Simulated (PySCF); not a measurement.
```json
{"atom": "C", "x (Å)": "3.1317", "y (Å)": "-0.7159", "z (Å)": "0.2811"}
{"atom": "Si", "x (Å)": "2.3708", "y (Å)": "-0.3148", "z (Å)": "-1.3746"}
{"atom": "O", "x (Å)": "0.7555", "y (Å)": "0.0512", "z (Å)": "-1.1818"}
{"atom": "Si", "x (Å)": "-0.4038", "y (Å)": "1.1858", "z (Å)": "-0.8687"}
{"atom": "N", "x (Å)": "-1.6166", "y (Å)": "0.3341", "z (Å)": "0.0469"}
{"atom": "Si", "x (Å)": "-1.3520", "y (Å)": "-1.3558", "z (Å)": "0.4485"}
{"atom": "Si", "x (Å)": "-3.0840", "y (Å)": "1.1491", "z (Å)": "0.5451"}
{"atom": "H", "x (Å)": "2.6196", "y (Å)": "-1.5713", "z (Å)": "0.7478"}
{"atom": "H", "x (Å)": "3.0573", "y (Å)": "0.1441", "z (Å)": "0.9647"}
{"atom": "H", "x (Å)": "4.1973", "y (Å)": "-0.9716", "z (Å)": "0.1671"}
{"atom": "H", "x (Å)": "2.4547", "y (Å)": "-1.4824", "z (Å)": "-2.2988"}
{"atom": "H", "x (Å)": "3.0637", "y (Å)": "0.8540", "z (Å)": "-2.0010"}
{"atom": "H", "x (Å)": "0.1801", "y (Å)": "2.3187", "z (Å)": "-0.0869"}
{"atom": "H", "x (Å)": "-0.9628", "y (Å)": "1.7200", "z (Å)": "-2.1446"}
{"atom": "H", "x (Å)": "-1.2586", "y (Å)": "-2.2286", "z (Å)": "-0.7581"}
{"atom": "H", "x (Å)": "-2.5442", "y (Å)": "-1.7752", "z (Å)": "1.2504"}
{"atom": "H", "x (Å)": "-0.1299", "y (Å)": "-1.5563", "z (Å)": "1.2840"}
{"atom": "H", "x (Å)": "-2.9905", "y (Å)": "2.5587", "z (Å)": "0.0520"}
{"atom": "H", "x (Å)": "-4.3018", "y (Å)": "0.5108", "z (Å)": "-0.0401"}
{"atom": "H", "x (Å)": "-3.2324", "y (Å)": "1.1653", "z (Å)": "2.0319"}
```

Geometry: PBE0-D3(BJ)/def2-SVP.

These are results of PBE0/pcSseg-1, SCF density, gas phase, non-relativistic (PySCF), not measurements.

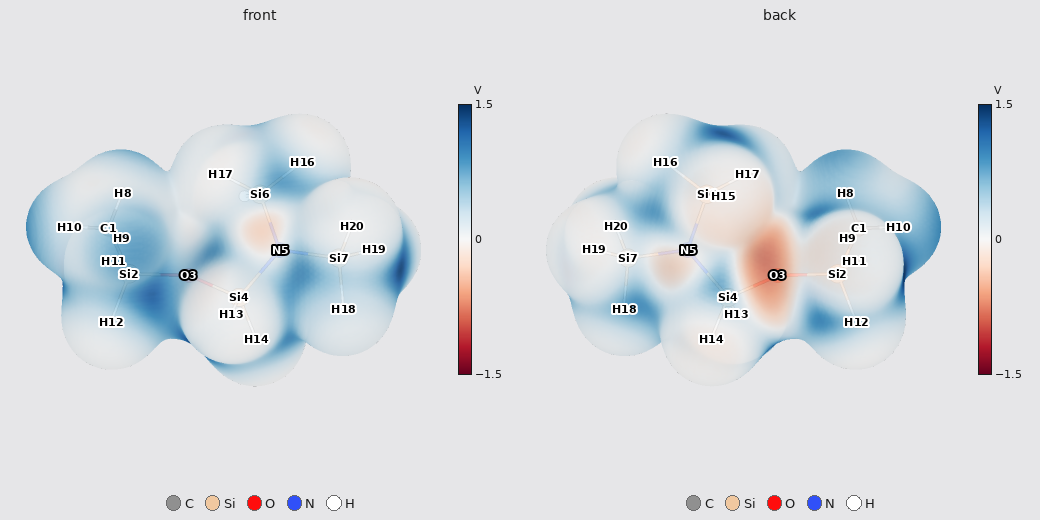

CH₁₃NOSi₄ (SMILES C[SiH2]O[SiH2]N([SiH3])[SiH3]). The electrostatic potential painted on the density surface at 0.002 e/bohr³, seen from the front and from behind; red is negative and blue positive.

### Which sites attract a positive test charge, and which a negative one?

A positive charge is drawn to the negative regions and a negative charge to the positive ones. The most negative region (about −0.7 V) lies over O3, the most positive (about +1.3 V) over Si2, Si4, Si6 and Si7.

### How polar is the molecule by this calculation?

Its dipole moment is 1.09 D.
